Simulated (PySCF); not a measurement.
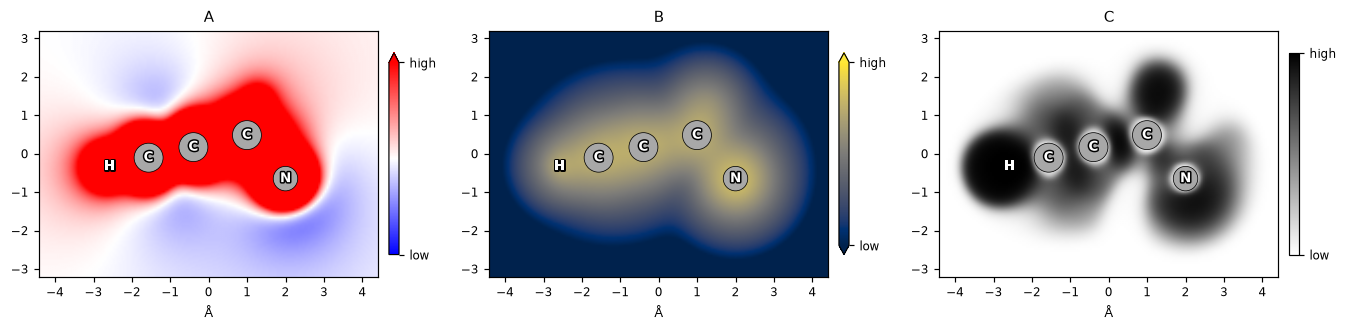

C$_{4}$H$_{3}$N: 3 fields on the plane of atoms C2, C3 and N5, with unlabelled colour scales. Grey discs cover the atomic cores.

Geometry: GFN2-xTB.

All numbers below come from PBE0/pcSseg-1, SCF density, gas phase, non-relativistic in PySCF.

> Match the panels to the quantities (electron density, electron localisation function and electrostatic potential).

Panel A: electrostatic potential (strongly positive close to the atoms, with negative regions outside electron-rich atoms). Panel B: electron density. Panel C: electron localisation function. From the grid: C–C (1.20 Å): ρ at the midpoint is about 2.7 e/Å³; the ELF peaks at about 0.85 between the atoms (a multiple bond). C–H (1.05 Å): ρ is about 2.1 e/Å³ halfway; the ELF climbs to about 1 towards the hydrogen, as it does in any bond to H (an ordinary covalent bond to hydrogen).
